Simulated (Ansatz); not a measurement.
# Lu6Bi12Br6O24, 48 atoms: a scaling test

Aim: measure how long a single point at HSE06 takes on Lu6Bi12Br6O24, and how the time changes with the share of the machine.

Program: Ansatz 0.2.0 (single point, HSE06, plane waves PAW). Host: AMD EPYC 7R13 (Zen 3), 96 cores, 96 hardware threads, 1656 GiB, 8 × H100 80GB HBM3, 81559 MiB; it was booked for these runs alone, one at a time. Each run is timed once from launch to exit, start-up included.

**1. The job**

The cell holds 48 atoms in 837 Å³, 3×2×1 copies of a database cell.

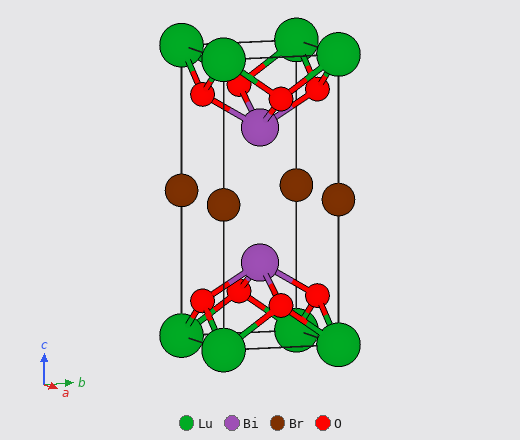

The parent crystal in its cell, ideal positions, seen slightly off an axis (lutetium green, bismuth purple, bromine brown, oxygen red).

**2. First run**

input.yaml

```yaml
crystal:
  lattice:
    - [11.631267, 0.000000, 0.000000]
    - [0.000000, 7.754178, 0.000000]
    - [0.000000, 0.000000, 9.276291]
  atoms:
    - { symbol: Lu, position: [0.000000, 0.000000, 0.000000] }
    - { symbol: Bi, position: [0.166667, 0.250000, 0.732670] }
    - { symbol: Bi, position: [0.166667, 0.250000, 0.267330] }
    - { symbol: Br, position: [0.000000, 0.000000, 0.500000] }
    - { symbol: O, position: [0.166667, 0.000000, 0.855526] }
    - { symbol: O, position: [0.000000, 0.250000, 0.855526] }
    - { symbol: O, position: [0.166667, 0.000000, 0.144474] }
    - { symbol: O, position: [0.000000, 0.250000, 0.144474] }
    - { symbol: Lu, position: [0.000000, 0.500000, 0.000000] }
    - { symbol: Bi, position: [0.166667, 0.750000, 0.732670] }
    - { symbol: Bi, position: [0.166667, 0.750000, 0.267330] }
    - { symbol: Br, position: [0.000000, 0.500000, 0.500000] }
    - { symbol: O, position: [0.166667, 0.500000, 0.855526] }
    - { symbol: O, position: [0.000000, 0.750000, 0.855526] }
    - { symbol: O, position: [0.166667, 0.500000, 0.144474] }
    - { symbol: O, position: [0.000000, 0.750000, 0.144474] }
    - { symbol: Lu, position: [0.333333, 0.000000, 0.000000] }
    - { symbol: Bi, position: [0.500000, 0.250000, 0.732670] }
    - { symbol: Bi, position: [0.500000, 0.250000, 0.267330] }
    - { symbol: Br, position: [0.333333, 0.000000, 0.500000] }
    - { symbol: O, position: [0.500000, 0.000000, 0.855526] }
    - { symbol: O, position: [0.333333, 0.250000, 0.855526] }
    - { symbol: O, position: [0.500000, 0.000000, 0.144474] }
    - { symbol: O, position: [0.333333, 0.250000, 0.144474] }
    - { symbol: Lu, position: [0.333333, 0.500000, 0.000000] }
    - { symbol: Bi, position: [0.500000, 0.750000, 0.732670] }
    - { symbol: Bi, position: [0.500000, 0.750000, 0.267330] }
    - { symbol: Br, position: [0.333333, 0.500000, 0.500000] }
    - { symbol: O, position: [0.500000, 0.500000, 0.855526] }
    - { symbol: O, position: [0.333333, 0.750000, 0.855526] }
    - { symbol: O, position: [0.500000, 0.500000, 0.144474] }
    - { symbol: O, position: [0.333333, 0.750000, 0.144474] }
    - { symbol: Lu, position: [0.666667, 0.000000, 0.000000] }
    - { symbol: Bi, position: [0.833333, 0.250000, 0.732670] }
    - { symbol: Bi, position: [0.833333, 0.250000, 0.267330] }
    - { symbol: Br, position: [0.666667, 0.000000, 0.500000] }
    - { symbol: O, position: [0.833333, 0.000000, 0.855526] }
    - { symbol: O, position: [0.666667, 0.250000, 0.855526] }
    - { symbol: O, position: [0.833333, 0.000000, 0.144474] }
    - { symbol: O, position: [0.666667, 0.250000, 0.144474] }
    - { symbol: Lu, position: [0.666667, 0.500000, 0.000000] }
    - { symbol: Bi, position: [0.833333, 0.750000, 0.732670] }
    - { symbol: Bi, position: [0.833333, 0.750000, 0.267330] }
    - { symbol: Br, position: [0.666667, 0.500000, 0.500000] }
    - { symbol: O, position: [0.833333, 0.500000, 0.855526] }
    - { symbol: O, position: [0.666667, 0.750000, 0.855526] }
    - { symbol: O, position: [0.833333, 0.500000, 0.144474] }
    - { symbol: O, position: [0.666667, 0.750000, 0.144474] }
kpoints:
  mp_grid: { grid: [2, 2, 2] }
hamiltonian:
  xc: hse06
scf:
  occupations: { method: fixed }
output: { forces: true }
```

The run is started by

```sh
ansatz run input.yaml --backend cuda --devices 4 --events-out ev --progress --plain --runs-dir out
```

Log, cut to the lines that bear on the results:

```text
Warning: the atoms were moved onto the symmetric positions of the space group found under crystal.symmetry.tolerance 1.0e-5 (fractional; no operation is sought that the atoms, as they stand in a round, miss by more than
GPUs: using 4 of 8 available (devices: 4); idle: GPUs 4, 5, 6, 7 (numbered from 0).
k-points: to be dealt over 4 devices, or as many as there are points and eigensolver slots, a pool of host workers to each (24+24+24+24); the devices share the exact-exchange builds that run on a GPU, unless the first makes them alone
[...]
Pseudopotentials: kind: paw
Pseudopotential: Lu, paw, valence charge 25, recommended cutoff 420 eV (normal), Lu.paw.azcp
Pseudopotential: Bi, paw, valence charge 15, recommended cutoff 420 eV (normal), Bi.paw.azcp
Pseudopotential: Br, paw, valence charge 7, recommended cutoff 420 eV (normal), Br.paw.azcp
Pseudopotential: O, paw, valence charge 6, recommended cutoff 420 eV (normal), O.paw.azcp
Functional definition: HSE06
[...]
davidson cushion auto → on  (no smearing: the cushion is to keep the highest requested band from converging to the state above it; pin scf.eigensolver.cushion to override)
device memory: the entry about to start is reckoned to put 5.73 GiB on the device at index 0 of the run's devices, which reports 78.55 GiB free (of the 4 devices that it runs on, the one named has the least room for its share)
GPU FFT provider: cuFFT
GPU libraries: cuBLAS 13.8.2, cuFFT 12.4.0, cuSOLVER 12.3.4
Crystal: 48 atoms, lattice volume = 836.637 Å³
Basis set: ecut = 420 eV, 16333 PW (Γ), exchange–correlation on 160×108×128 points (8 copies of the dense FFT grid, shifted against one another)
Bands: 310, of which v1, the nominal top of the filled ones, is band 258 counted from 1 (257 counted from 0)
Symmetry: 48 space group operations
Space group: P4/mmm (ITA 123), of the structure as read, at distance tolerance 9.4e-5 Å
[...]
GPU buffer pool allocated for 276480 grid points (all kernels)
GPU transforms: local potential and band sums: pruned to the plane-wave sphere, on 80×54×64
[...]
SCF iter   1: F=—  HF=-267504.564934 eV  |F-HF|=—  |Δ(HF+E_count)|=         —  Δρ=1.54e-3  dr2=1.31e-2  ethr=1.77e-3  ⟨swp⟩=16.0  Hψ=11234  notcnv=2
[...]
SCF iter   5: F=-267504.606980 eV  HF=-267504.606929 eV  |F-HF|=5.14e-5  |Δ(HF+E_count)|=   1.64e-4  Δρ=1.34e-4  dr2=1.10e-4  ethr=2.08e-8  ⟨swp⟩=3.1  Hψ=11287  notcnv=0
SCF 1 stopped early in 5 iterations: F = -267504.606980 eV  dr2 = 1.10e-4
device memory: the entry about to start is reckoned to put 8.77 GiB (of the 8.92 GiB reckoned for it, the device holds 156.0 MiB already) on the device at index 0 of the run's devices, which reports 78.39 GiB free (of the 4 devices that it runs on, the one nam
GPU FFT provider: cuFFT
GPU libraries: cuBLAS 13.8.2, cuFFT 12.4.0, cuSOLVER 12.3.4
[...]
GPU buffer pool allocated for 276480 grid points (all kernels)
GPU transforms: local potential and band sums: pruned to the plane-wave sphere, on 80×54×64
[... 176 lines ...]
  guard bands above this table: 48 of the run's 310 bands. The solve was not asked for them (output.publish_guard_bands: true or output.eigenvalues: true publishes all)
```

Wall time 21 s, CPU time 3.5 min, peak memory 6.1 GiB, 34 GiB on the fullest card, 21 SCF iterations in all (4 GPUs, 48 threads).

Size of the job: 8 k-points, 16333 plane waves, 310 bands, 516 valence electrons, 48 symmetry operations.

Where the time went (the program's own counters):

| phase | seconds | share of the wall time |
| --- | --- | --- |
| ace_build | 4.7 | 22 % |
| diag | 4.5 | 21 % |
| published_bands | 2.7 | 13 % |
| exx_symmetrize | 0.58 | 3 % |
| potential | 0.28 | 1 % |

**3. On 1 GPU, 48 threads**

input.yaml is that of step 2.

The run is started by

```sh
ansatz run input.yaml --backend cuda --devices 1 --events-out ev --progress --plain --runs-dir out
```

Log, cut to the lines that bear on the results:

```text
Warning: the atoms were moved onto the symmetric positions of the space group found under crystal.symmetry.tolerance 1.0e-5 (fractional; no operation is sought that the atoms, as they stand in a round, miss by more than
GPUs: using 1 of 8 available (devices: 1); idle: GPUs 1, 2, 3, 4, 5, 6, 7 (numbered from 0).
[...]
[... 6 set-up lines as earlier in the session ...]
[...]
davidson cushion auto → on  (no smearing: the cushion is to keep the highest requested band from converging to the state above it; pin scf.eigensolver.cushion to override)
[...]
SCF 1 stopped early in 5 iterations: F = -267504.606980 eV  dr2 = 1.10e-4
device memory: the entry about to start is reckoned to put 20.5 GiB (of the 23.2 GiB reckoned in all, the device holds 2.7 GiB already) on a device that reports 75.9 GiB free
GPU FFT provider: cuFFT
GPU libraries: cuBLAS 13.8.2, cuFFT 12.4.0, cuSOLVER 12.3.4
[...]
GPU buffer pool allocated for 276480 grid points (all kernels)
GPU transforms: local potential and band sums: pruned to the plane-wave sphere, on 80×54×64
[...]
Frozen-core exchange: fock
[...]
SCF iter   3: F=—  HF=-267553.491688 eV  |F-HF|=—  |Δ(HF+E_count)|=   1.90e-1  Δρ=2.57e-3  dr2=1.16e-1  ethr=2.13e-7  ⟨swp⟩=8.1  Hψ=12318  notcnv=0  defer=2
[... 150 lines ...]
  atom  27  Bi     0.00000000    -0.00000000    -0.92350547
  atom  28  Br    -0.00000000     0.00000000    -0.00000000
  atom  29  O     -0.00000000     0.00000000    -0.47214694
[...]
--- Band table (eV; the first three rows and the last of 8) ---
[... band rows left out ...]
[...]
  guard bands above this table: 48 of the run's 310 bands. The solve was not asked for them (output.publish_guard_bands: true or output.eigenvalues: true publishes all)
```

Wall time 21 s, CPU time 2.9 min, peak memory 4.9 GiB, 50 GiB on the fullest card, 21 SCF iterations in all (1 GPU, 48 threads).

**4. Scaling over GPUs**

| GPUs | wall time | speed-up | efficiency | CPU time |
| --- | --- | --- | --- | --- |
| 1 | 21 s | 1 | 100 % | 2.9 min |
| 4 | 21 s | 1 | 25 % | 3.5 min |

**5. What came out**

| quantity | value |
| --- | --- |
| reference | 21 s on 4 GPUs, 48 threads |
| fastest over GPUs | 21 s on 4 |
| speed-up from 1 to 4 GPUs | 1 (25 % efficient) |

**Reading.** 4 GPUs are no faster than 1: the job is too small for them. The figures hold for this build, input and host.
